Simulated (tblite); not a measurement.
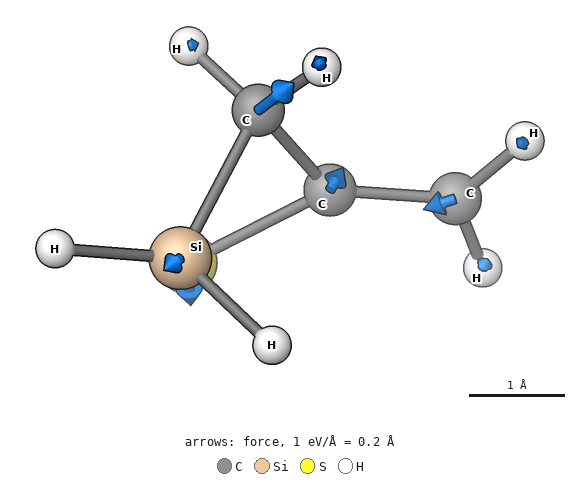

Starting geometry of C₃H₆SSi with the computed forces as blue arrows. The picture is a ball-and-stick view, seen at a tilt.

The calculation used tblite, GFN2-xTB geometry optimisation, gas phase. 

> What follows when this structure is relaxed?

It isn't relaxed: the largest force vector, on a C atom, is 3.57 eV/Å. The final displacements have little in common with the starting forces (cosine between the two patterns 0.17). The energy falls by 108.5 kJ/mol in 64 geometry steps. The largest move after the best rigid fit is that of the S atom, 1.29 Å. By element the largest moves are S 1.29 Å, H 1.26 Å, C 0.51 Å, Si 0.24 Å. Among the contacts that change: S–Si 2.117 → 2.166 Å, C–Si 1.856 → 1.905 Å, C–C 1.476 → 1.507 Å, C–C 1.345 → 1.319 Å. Bond angles that change, for instance: C–C–S 91.1° → 105.6°, C–C–S 137.6° → 125.3°, H–C–H 115.5° → 107.0°. Groups turn about C–C by about 50°, C–S by about 45°, C–Si by about 45°. Cost: 0.54 s on 1 thread of Arm Neoverse N1 (shared host).
